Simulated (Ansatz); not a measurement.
# Work function of Al(100): what the settings cost and change

Aim: the work function of Al(100) against thickness and vacuum, with the cost.

Main program and level: Ansatz 0.2.0; plane-wave DFT, PBE, Ansatz PAW.

Experimental background.

For Al (clean (100) face, a compiled value), “Properties of real metallic surfaces: Effects of density functional semilocality and van der Waals nonlocality” (2017, arxiv:1702.08515) quotes earlier work: work function (clean (100) face, a compiled value) 4.32 eV.

### Step 1. The starting structure

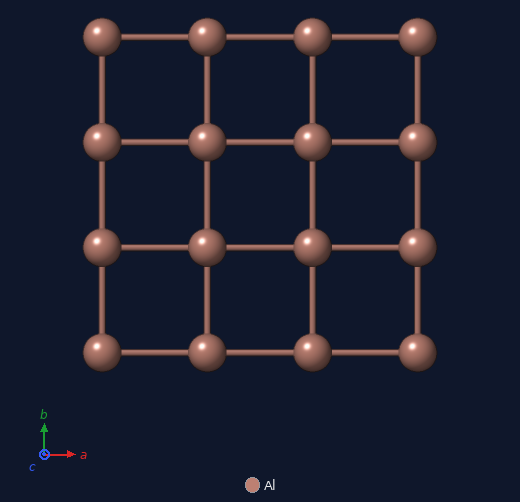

Start, viewed from above; aluminium pink. 4×4×1 cells are drawn.

The cell holds 1 atom: 1 Al. Its edges and angles: a = 2.864 Å, b = 2.864 Å, c = 18.000 Å, α = 90.0°, β = 90.0°, γ = 90.0°. Vacuum lies along c.

### Step 2. Slab, setting 1 layer

A work function rests on the faint tail of the density, so the SCF threshold is tight. The slab grows from one layer, at fixed mesh and 18 Å of vacuum; then the vacuum is varied on one slab.

File input.yaml:

```yaml
crystal:
  lattice:
    - [2.8637824638, 0.0, 0.0]
    - [0.0, 2.8637824638, 0.0]
    - [0.0, 0.0, 18.0]
  atoms:
    - { symbol: Al, position: [0.5, 0.5, 0.5] }
kpoints:
  mp_grid: { grid: [14, 14, 1] }
hamiltonian:
  xc: pbe
scf:
  occupations: { method: fermi_dirac, width: 0.1 }
  convergence: { dr2_threshold: 1.0e-09 }
efield:
  axis: 3
  dipole_correction: true
  ramp_position: 0.97
  ramp_width: 0.06
output:
  write_potential: true
  write_density: true
  volumetric_format: npy
  elf: true
```

Launch:

```sh
> ansatz run input.yaml --threads 2 --pin off --max-ram 3072MiB --backend cpu --events-out ev --progress --plain --runs-dir out
```

Numbers of over 12 decimals in the logs are rounded to 6 here.

Output:

```text
Engine: ansatz 0.2.0, x86_64-unknown-linux-gnu
Pseudopotentials: kind: paw
Pseudopotential: Al, paw, valence charge 3, recommended cutoff 420 eV (normal), Al.paw.azcp
Functional definition: PBE
  parameter kappa = 0.804
  parameter beta = 0.066725
  exchange = pbe_x(kappa = kappa, mu = beta*pi^2/3)
  correlation = pbe_c(beta = beta)
Crystal: 1 atoms, lattice volume = 147.622 Å³
Basis set: ecut = 420 eV, 2881 PW (Γ)
Bands: 6, of which v1, the nominal top of the filled ones, is band 2 counted from 1 (1 counted from 0)
Symmetry: 8 space group operations
k-points: 36 of 196
Non-local potential: Al, projectors of the file, l = 0: 2, l = 1: 2, l = 2: 1
PAW form: soft (Blöchl's): semilocal exchange-correlation on the pseudo side does not see the compensation charge
PAW one-centre angular grid: Al, 110 points (default); XC on 64 Gauss nodes
Initial density: superposition of atomic densities (neutral atoms: chi_scale 0, normalization atom), corrected by the library's trained network
Initial wavefunctions: pseudopotential atomic-orbital guess
Functional: x = pbe(κ = 0.804, μ = 0.219515), c = pbe(β = 0.066725)
SCF iter   1: F=—  HF=-536.409855 eV  |F-HF|=—  |Δ(HF+E_count)|=         —  Δρ=1.08e-3  dr2=3.24e-3  ethr=1.77e-3  p=0.000 e·Å  D=1.60e-15 V/Å  ΔV_dip=-0.00 eV  dr2_dipole=4.08e-12  V_vac-E_F(+/−)=4.03/4.03 eV  ⟨swp⟩=7.1  Hψ=2464  notcnv=0
efield: sawtooth ramp at fractional position 0.9700 (set: `efield.ramp_position`, or a place that a band, a saddle search or an elastic batch's reference lends), width 0.0600; the density the first Hamiltonian is built on has a dipole p = 0.000 e·Å; the dipole correction subtracts the counter field D = 1.60e-15 V/Å, which shifts the + side's vacuum level by -0.00 eV against the − side's; the planar-averaged density in the ramp window peaks in size at 1.5e-6 e/Å³
preconditioner: auto → LDOS  [metal: Δε(μ)=0.065 eV  Ē_g=7.648 eV  σ=0.100 eV  W_gap=0.16  n_scr=8 (ndim 8)  ℏωp=5.3 eV  f_vac=0.634  D(μ)=0.88/eV (n_scr^D=4)  β→1.0]
SCF iter   2: F=—  HF=-536.410514 eV  |F-HF|=—  |Δ(HF+E_count)|=   6.59e-4  Δρ=3.41e-4  dr2=2.29e-4  ethr=1.08e-4  p=-0.000 e·Å  D=-3.48e-7 V/Å  ΔV_dip=0.00 eV  dr2_dipole=5.03e-12  V_vac-E_F(+/−)=4.23/4.23 eV  ⟨swp⟩=2.4  Hψ=610  notcnv=0
SCF iter   3: F=—  HF=-536.410667 eV  |F-HF|=—  |Δ(HF+E_count)|=   1.53e-4  Δρ=6.93e-5  dr2=6.20e-6  ethr=7.64e-6  p=0.000 e·Å  D=1.59e-7 V/Å  ΔV_dip=-0.00 eV  dr2_dipole=1.22e-12  V_vac-E_F(+/−)=4.24/4.24 eV  ⟨swp⟩=2.0  Hψ=294  notcnv=0
SCF iter   4: F=—  HF=-536.410676 eV  |F-HF|=—  |Δ(HF+E_count)|=   8.95e-6  Δρ=8.22e-6  dr2=2.06e-7  ethr=2.07e-7  p=-0.000 e·Å  D=-1.15e-7 V/Å  ΔV_dip=0.00 eV  dr2_dipole=8.44e-13  V_vac-E_F(+/−)=4.23/4.23 eV  ⟨swp⟩=2.3  Hψ=286  notcnv=0
SCF iter   5: F=—  HF=-536.410676 eV  |F-HF|=—  |Δ(HF+E_count)|=   1.34e-7  Δρ=1.94e-6  dr2=7.62e-9  ethr=6.87e-9  p=0.000 e·Å  D=7.38e-8 V/Å  ΔV_dip=-0.00 eV  dr2_dipole=2.42e-13  V_vac-E_F(+/−)=4.23/4.23 eV  ⟨swp⟩=2.0  Hψ=286  notcnv=0
SCF iter   6: F=-536.410676 eV  HF=-536.410676 eV  |F-HF|=6.95e-11  |Δ(HF+E_count)|=   8.40e-9  Δρ=1.37e-7  dr2=6.11e-11  ethr=3.33e-11  p=-0.000 e·Å  D=-5.92e-8 V/Å  ΔV_dip=0.00 eV  dr2_dipole=2.00e-13  V_vac-E_F(+/−)=4.23/4.23 eV  ⟨swp⟩=4.4  Hψ=1164  notcnv=0
SCF 1 converged in 6 iterations: F = -536.410676 eV  dr2 = 6.11e-11
  greatest PAW one-centre occupation: 0.507 electrons in one spin orbital (limit 2), on the Al atom at site 0 (counted from 0), in its partial waves of l = 0
WARN: The output density's exchange-correlation potential varies sharply where the density is thin. Do not read a vacuum level from v_tot or v_xc, or from such a field of the output density. On a cell that repeats whose density bears no net charge and no dipole along the vacuum's axis use v_es (v_loc + v_h of the components); under efield.dipole_correction with no amplitude use v_es + v_field, which holds any externa [...]
SCF converged after 6 iterations
Free energy (F): -536.410676 eV
Harris-Foulkes:  -536.410676 eV  (|F-HF|=6.95e-11)
Internal energy: -536.382367 eV  (E = F + TS)
E sigma→0 (E₀):  -536.396521 eV
Entropy (-TS):   -0.028309 eV (-28.309 meV/atom)
Fermi energy:    -2.761595 eV
Dipole field:    D = 0.000001 V/Å  (p = 0.000001 e·Å, saw-weighted, corrected)
Work function:   Φ+ = 4.2326 eV   Φ− = 4.2326 eV
Levels:          The Fermi level and band energies are counted from a zero that moves with the ramp; work functions are not
--- Per-component energies (eV) ---
  E_band       = -17.753643
  E_kinetic    = 17.892337
  E_local      = -225.807534  (includes V_loc(G=0)·N_el)
  E_nonlocal   = 10.920508
  E_hartree    = 103.895749
  E_xc         = -36.852552
  E_vxc        = -25.058283  (∫ρ·V_xc dr)
  E_paw        = -467.111221  (= ΣΔE_a)
  E_vpaw       = -3.492088  (= ΣTr[D̂ρ^β])
  E_aug_tail   = -0.000002  (compensation charges beyond the density's cutoff)
  E_efield     = 0.000000  (sawtooth field / dipole correction)
  E_vefield    = 0.000000  (∫n·V_field dr)
  E_ewald      = 60.680348
  E_smearing   = -0.028309  (= −TS)
  E_closure    = -0.000000  (closes the sum)
  Σ components = -536.410676   (vs F -536.410676, Δ=0.00e0)
--- Band table (eV; the first three rows and the last of 36) ---
  k-point 0: bands = ["-9.9358", "-3.9091", "0.3075", "1.3508", "1.6452", "3.2619"]
  k-point 1: bands = ["-9.8449", "-3.8220", "0.3990", "1.4433", "1.7377", "3.3539"]
  k-point 2: bands = ["-9.5727", "-3.5615", "0.6690", "1.7206", "2.0029", "2.4692"]
  k-point 35: bands = ["-2.0445", "-2.0445", "-1.1978", "0.8557", "2.8320", "4.9428"]
```

Run time: 8 s. Hardware: 2 threads of AMD EPYC 7R43, shared host; peak memory 0.4 GiB.

In the SCF lines HF is the Harris–Foulkes energy and dr2 the Hartree energy of the density residual, in eV; the loop may stop once dr2 is under the threshold and the program's other checks hold. Hψ counts applications of the Hamiltonian.

Numbers from this step:

| Quantity | Value |
| --- | --- |
| energy at zero smearing | -536.3965 eV |
| work function, upper face | 4.233 eV |

Running mean over 2.025 Å of the planar mean; the ramp of the sawtooth is left out. The electron's electrostatic potential energy less the Fermi level by z:

| z (Å) | electron's electrostatic potential energy less the Fermi level (eV) |
| --- | --- |
| 3.0 | 4.23 |
| 3.5 | 4.23 |
| 4.0 | 4.23 |
| 4.5 | 4.23 |
| 5.0 | 4.22 |
| 5.5 | 4.20 |
| 6.0 | 4.14 |
| 6.5 | 3.95 |
| 7.0 | 3.35 |
| 7.5 | 1.72 |
| 8.0 | -0.639 |
| 8.5 | -2.87 |
| 9.0 | -3.87 |
| 9.5 | -2.87 |
| 10.0 | -0.639 |
| 10.5 | 1.72 |
| 11.0 | 3.35 |
| 11.5 | 3.95 |
| 12.0 | 4.14 |
| 12.5 | 4.20 |
| 13.0 | 4.22 |
| 13.5 | 4.23 |
| 14.0 | 4.23 |
| 14.5 | 4.23 |
| 15.0 | 4.23 |

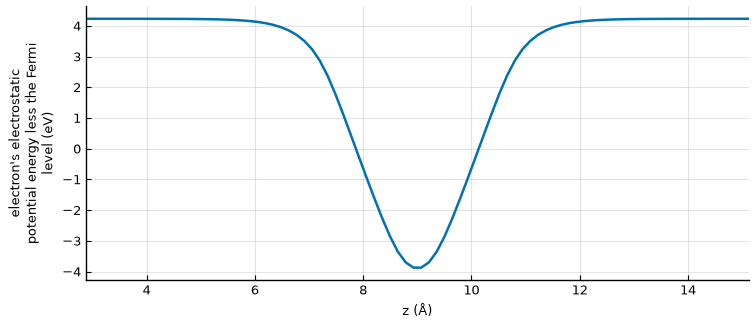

Electron's electrostatic potential energy less the Fermi level, plotted against z.

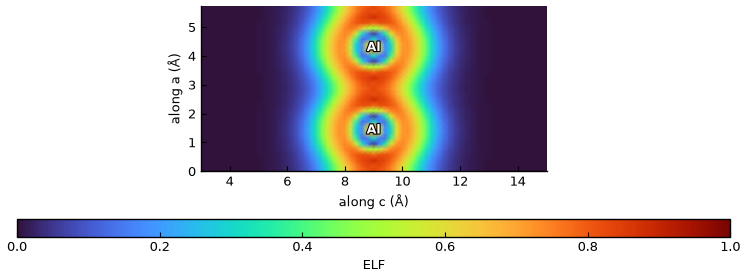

ELF in the ca plane at fractional y = 0.500, with atoms of Al within 0.2 Å of it. It is the smooth field of the valence electrons, not physical close to the nuclei. The far vacuum is left out of the map.

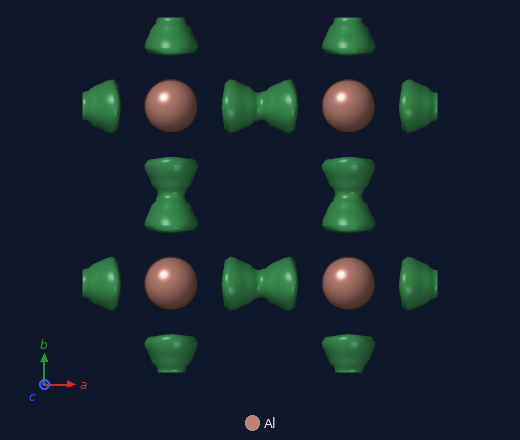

Surface of ELF = 0.8. 2×2×1 cells are drawn.

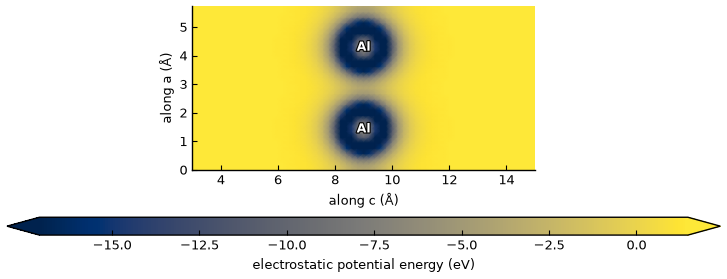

Electrostatic potential energy in the ca plane at fractional y = 0.500, with atoms of Al within 0.2 Å of it. With pseudopotentials it is smooth inside the atoms' cores, unlike the true potential. The far vacuum is left out of the map.

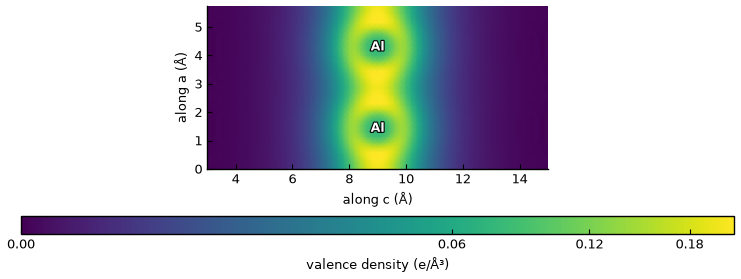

Valence density in the ca plane at fractional y = 0.500, with atoms of Al within 0.2 Å of it. It is the smooth field of the valence electrons, not physical close to the nuclei. The colour scale is stretched toward low values. The far vacuum is left out of the map.

The work function is 4.233 eV.

### Step 3. Run, 2 atoms

System of this step: Al(100). The cell holds 2 atoms: 2 Al. Cell: a = 2.864 Å, b = 2.864 Å, c = 20.025 Å, α = 90.0°, β = 90.0°, γ = 90.0°. Vacuum lies along c.

input.yaml, the sections that differ from step 2:

```yaml
crystal:
  lattice:
    - [2.8637824638, 0.0, 0.0]
    - [0.0, 2.8637824638, 0.0]
    - [0.0, 0.0, 20.025]
  atoms:
    - { symbol: Al, position: [0.5, 0.5, 0.4494382022] }
    - { symbol: Al, position: [0.0, 0.0, 0.5505617978] }
output:
  write_potential: true
  write_density: true
  volumetric_format: npy
# kpoints, hamiltonian, scf, efield: as in step 2
```

Output:

```text
[...]
Crystal: 2 atoms, lattice volume = 164.230 Å³
Basis set: ecut = 420 eV, 3207 PW (Γ)
Bands: 7, of which v1, the nominal top of the filled ones, is band 3 counted from 1 (2 counted from 0)
Symmetry: 8 space group operations
k-points: 36 of 196
[...]
Internal energy: -1073.934731 eV  (E = F + TS)
E sigma→0 (E₀):  -1073.956619 eV
Entropy (-TS):   -0.043776 eV (-21.888 meV/atom)
Fermi energy:    -1.861175 eV
Dipole field:    D = -0.000000 V/Å  (p = -0.000000 e·Å, saw-weighted, corrected)
Work function:   Φ+ = 4.4204 eV   Φ− = 4.4204 eV
[...]
--- Band table (eV; the first three rows and the last of 36) ---
[...]
[key lines of the parts left out:]
SCF converged after 7 iterations
Free energy (F): -1073.978507 eV
```

The job ended after 8.9 s (2 threads; peak memory 0.44 GiB; 11 s of CPU time).

The work function is 4.420 eV, +0.188 eV from the run “1 layer”, at 1.1 times its CPU time.

### Step 4. Slab, 3 atoms

System of this step: Al(100). The cell holds 3 atoms: 3 Al. Its edges and angles: a = 2.864 Å, b = 2.864 Å, c = 22.050 Å, α = 90.0°, β = 90.0°, γ = 90.0°. Vacuum lies along c.

input.yaml, the sections that differ from step 3:

```yaml
crystal:
  lattice:
    - [2.8637824638, 0.0, 0.0]
    - [0.0, 2.8637824638, 0.0]
    - [0.0, 0.0, 22.05]
  atoms:
    - { symbol: Al, position: [0.0, 0.0, 0.4081632653] }
    - { symbol: Al, position: [0.5, 0.5, 0.5] }
    - { symbol: Al, position: [0.0, 0.0, 0.5918367347] }
# kpoints, hamiltonian, scf, efield, output: as in step 3
```

Output:

```text
[...]
Crystal: 3 atoms, lattice volume = 180.838 Å³
Basis set: ecut = 420 eV, 3549 PW (Γ)
Bands: 9, of which v1, the nominal top of the filled ones, is band 5 counted from 1 (4 counted from 0)
Symmetry: 8 space group operations
k-points: 36 of 196
[...]
Free energy (F): -1611.552730 eV
[...]
Internal energy: -1611.511443 eV  (E = F + TS)
E sigma→0 (E₀):  -1611.532087 eV
Entropy (-TS):   -0.041287 eV (-13.762 meV/atom)
Fermi energy:    -1.001119 eV
Dipole field:    D = 0.000001 V/Å  (p = 0.000001 e·Å, saw-weighted, corrected)
Work function:   Φ+ = 4.4511 eV   Φ− = 4.4511 eV
[...]
--- Band table (eV; the first three rows and the last of 36) ---
[...]
[key lines of the parts left out:]
SCF converged after 6 iterations
```

Elapsed: 14 s, on 2 threads; peak memory 0.41 GiB; 18 s of CPU time.

The work function is 4.451 eV, +0.031 eV from the run “2 layers”, at 1.7 times its CPU time.

### Step 5. Run, 4 atoms

System of this step: Al(100). The cell holds 4 atoms: 4 Al. Cell: a = 2.864 Å, b = 2.864 Å, c = 24.075 Å, α = 90.0°, β = 90.0°, γ = 90.0°. Vacuum lies along c.

input.yaml, the sections that differ from step 4:

```yaml
crystal:
  lattice:
    - [2.8637824638, 0.0, 0.0]
    - [0.0, 2.8637824638, 0.0]
    - [0.0, 0.0, 24.075]
  atoms:
    - { symbol: Al, position: [0.5, 0.5, 0.3738317757] }
    - { symbol: Al, position: [0.0, 0.0, 0.4579439252] }
    - { symbol: Al, position: [0.5, 0.5, 0.5420560748] }
    - { symbol: Al, position: [0.0, 0.0, 0.6261682243] }
# kpoints, hamiltonian, scf, efield, output: as in step 4
```

Output:

```text
[...]
Crystal: 4 atoms, lattice volume = 197.445 Å³
Basis set: ecut = 420 eV, 3877 PW (Γ)
Bands: 10, of which v1, the nominal top of the filled ones, is band 6 counted from 1 (5 counted from 0)
Symmetry: 8 space group operations
k-points: 36 of 196
[...]
Free energy (F): -2149.029535 eV
[...]
Internal energy: -2148.957644 eV  (E = F + TS)
E sigma→0 (E₀):  -2148.993590 eV
Entropy (-TS):   -0.071891 eV (-17.973 meV/atom)
Fermi energy:    -0.127160 eV
Dipole field:    D = 0.000000 V/Å  (p = 0.000000 e·Å, saw-weighted, corrected)
Work function:   Φ+ = 4.2891 eV   Φ− = 4.2891 eV
[...]
--- Band table (eV; the first three rows and the last of 36) ---
[...]
[key lines of the parts left out:]
SCF converged after 8 iterations
```

Run time: 16 s. Hardware: 2 threads; peak memory 0.44 GiB.

The work function is 4.289 eV, -0.162 eV from the run “3 layers”, at 1.2 times its CPU time.

### Step 6. Run, 5 atoms

System of this step: Al(100). The cell holds 5 atoms: 5 Al. Cell: a = 2.864 Å, b = 2.864 Å, c = 26.100 Å, α = 90.0°, β = 90.0°, γ = 90.0°. Vacuum lies along c.

input.yaml, the sections that differ from step 5:

```yaml
crystal:
  lattice:
    - [2.8637824638, 0.0, 0.0]
    - [0.0, 2.8637824638, 0.0]
    - [0.0, 0.0, 26.1]
  atoms:
    - { symbol: Al, position: [0.0, 0.0, 0.3448275862] }
    - { symbol: Al, position: [0.5, 0.5, 0.4224137931] }
    - { symbol: Al, position: [0.0, 0.0, 0.5] }
    - { symbol: Al, position: [0.5, 0.5, 0.5775862069] }
    - { symbol: Al, position: [0.0, 0.0, 0.6551724138] }
# kpoints, hamiltonian, scf, efield, output: as in step 5
```

Output:

```text
[...]
Crystal: 5 atoms, lattice volume = 214.053 Å³
Basis set: ecut = 420 eV, 4179 PW (Γ)
Bands: 13, of which v1, the nominal top of the filled ones, is band 8 counted from 1 (7 counted from 0)
Symmetry: 8 space group operations
k-points: 36 of 196
[...]
k-point 0: bands = [... 4 lower, -3.4536, -1.5892, 1.4952, 3.5542, 4.4490, 5.2694, 5.2843, 6.0032, ... 1 higher]
  k-point 1: bands = [... 4 lower, -3.3644, -1.5040, 1.5787, 3.6395, 4.3043, 4.5461, 5.1304, 5.3770, ... 1 higher]
  k-point 2: bands = [... 4 lower, -3.0974, -1.2490, 1.7806, 2.3978, 3.1572, 3.9419, 4.5756, 4.8192, ... 1 higher]
  k-point 35: bands = [... 4 lower, -0.8581, -0.7696, -0.1025, 0.1016, 0.1016, 0.3553, 1.4366, 1.7623, ... 1 higher]
[key lines of the parts left out:]
SCF converged after 7 iterations
Free energy (F): -2686.586435 eV
Fermi energy:    0.452856 eV
Dipole field:    D = -0.000000 V/Å  (p = -0.000001 e·Å, saw-weighted, corrected)
Work function:   Φ+ = 4.3109 eV   Φ− = 4.3109 eV
```

Elapsed: 14 s, on 2 threads; peak memory 0.46 GiB; 20 s of CPU time.

The work function is 4.311 eV, +0.022 eV from the run “4 layers”, at 0.93 times its CPU time.

### Step 7. Run, 6 atoms

System of this step: Al(100). The cell holds 6 atoms: 6 Al. Cell: a = 2.864 Å, b = 2.864 Å, c = 28.125 Å, α = 90.0°, β = 90.0°, γ = 90.0°. Vacuum lies along c.

input.yaml, the sections that differ from step 6:

```yaml
crystal:
  lattice:
    - [2.8637824638, 0.0, 0.0]
    - [0.0, 2.8637824638, 0.0]
    - [0.0, 0.0, 28.125]
  atoms:
    - { symbol: Al, position: [0.5, 0.5, 0.32] }
    - { symbol: Al, position: [0.0, 0.0, 0.392] }
    - { symbol: Al, position: [0.5, 0.5, 0.464] }
    - { symbol: Al, position: [0.0, 0.0, 0.536] }
    - { symbol: Al, position: [0.5, 0.5, 0.608] }
    - { symbol: Al, position: [0.0, 0.0, 0.68] }
# kpoints, hamiltonian, scf, efield, output: as in step 6
```

Output:

```text
[...]
Crystal: 6 atoms, lattice volume = 230.660 Å³
Basis set: ecut = 420 eV, 4481 PW (Γ)
Bands: 15, of which v1, the nominal top of the filled ones, is band 9 counted from 1 (8 counted from 0)
Symmetry: 8 space group operations
k-points: 36 of 196
[...]
k-point 0: bands = [... 5 lower, -2.6783, -1.1435, 1.6548, 3.6687, 4.8574, 5.2421, 6.1815, 6.3424, ... 2 higher]
  k-point 1: bands = [... 5 lower, -2.5894, -1.0584, 1.7389, 3.7513, 4.7691, 4.9532, 5.2970, 5.4051, ... 2 higher]
  k-point 2: bands = [... 5 lower, -2.3232, -0.8034, 1.9645, 2.8382, 3.3502, 4.0659, 4.3994, 5.2271, ... 2 higher]
  k-point 35: bands = [... 5 lower, -0.3581, -0.0646, -0.0646, 0.2670, 0.2670, 1.2990, 1.2990, 1.4052, ... 2 higher]
[key lines of the parts left out:]
SCF converged after 7 iterations
Free energy (F): -3224.079031 eV
Fermi energy:    1.017293 eV
Dipole field:    D = 0.000000 V/Å  (p = 0.000000 e·Å, saw-weighted, corrected)
Work function:   Φ+ = 4.2688 eV   Φ− = 4.2688 eV
```

Elapsed: 16 s, on 2 threads; peak memory 0.5 GiB.

The work function is 4.269 eV, -0.042 eV from the run “5 layers”, at 1.2 times its CPU time.

### Step 8. Slab, 8 atoms

System of this step: Al(100). The cell holds 8 atoms: 8 Al. Cell: a = 2.864 Å, b = 2.864 Å, c = 32.175 Å, α = 90.0°, β = 90.0°, γ = 90.0°. Vacuum lies along c.

input.yaml, the sections that differ from step 7:

```yaml
crystal:
  lattice:
    - [2.8637824638, 0.0, 0.0]
    - [0.0, 2.8637824638, 0.0]
    - [0.0, 0.0, 32.175]
  atoms:
    - { symbol: Al, position: [0.5, 0.5, 0.2797202797] }
    - { symbol: Al, position: [0.0, 0.0, 0.3426573427] }
    - { symbol: Al, position: [0.5, 0.5, 0.4055944056] }
    - { symbol: Al, position: [0.0, 0.0, 0.4685314685] }
    - { symbol: Al, position: [0.5, 0.5, 0.5314685315] }
    - { symbol: Al, position: [0.0, 0.0, 0.5944055944] }
    - { symbol: Al, position: [0.5, 0.5, 0.6573426573] }
    - { symbol: Al, position: [0.0, 0.0, 0.7202797203] }
# kpoints, hamiltonian, scf, efield, output: as in step 7
```

Output:

```text
[...]
Crystal: 8 atoms, lattice volume = 263.875 Å³
Basis set: ecut = 420 eV, 5167 PW (Γ)
Bands: 20, of which v1, the nominal top of the filled ones, is band 12 counted from 1 (11 counted from 0)
Symmetry: 8 space group operations
k-points: 36 of 196
[...]
k-point 0: bands = [... 8 lower, -0.4084, 1.9624, 3.7407, 5.1640, 5.8603, 6.6172, 6.6348, 7.2424, ... 4 higher]
  k-point 1: bands = [... 8 lower, -0.3233, 2.0475, 3.8226, 5.2480, 5.5534, 5.8768, 5.9781, 6.4605, ... 4 higher]
  k-point 2: bands = [... 8 lower, -0.0683, 2.2895, 3.6010, 3.8031, 4.2110, 4.4953, 5.3300, 5.5374, ... 4 higher]
  k-point 35: bands = [... 8 lower, 0.7835, 0.7835, 0.8613, 0.8613, 1.3888, 1.3888, 1.8915, 1.8915, ... 4 higher]
[key lines of the parts left out:]
SCF converged after 8 iterations
Free energy (F): -4299.101782 eV
Fermi energy:    1.881312 eV
Dipole field:    D = -0.000000 V/Å  (p = -0.000000 e·Å, saw-weighted, corrected)
Work function:   Φ+ = 4.2601 eV   Φ− = 4.2601 eV
```

Wall time 27 s (2 threads); peak memory 0.56 GiB; 40 s of CPU time.

The work function is 4.260 eV, -0.009 eV from the run “6 layers”, at 1.7 times its CPU time.

[end of part 1 of 2]

[Logs are printed without paths, hosts, clocks, repeated set-up lines and the standing remarks that a program may print on its own settings, such as how far it seeks lower states.]

[Hosts, paths, dates, database ids (printed as entryN), source tags and the programs' standing remarks are cut or masked in the printed files.]

[Maps of the electrostatic potential energy from Ansatz leave out the sawtooth potential of an applied field or a dipole correction, so their vacuum need not be flat; planar profiles and work functions include it.]
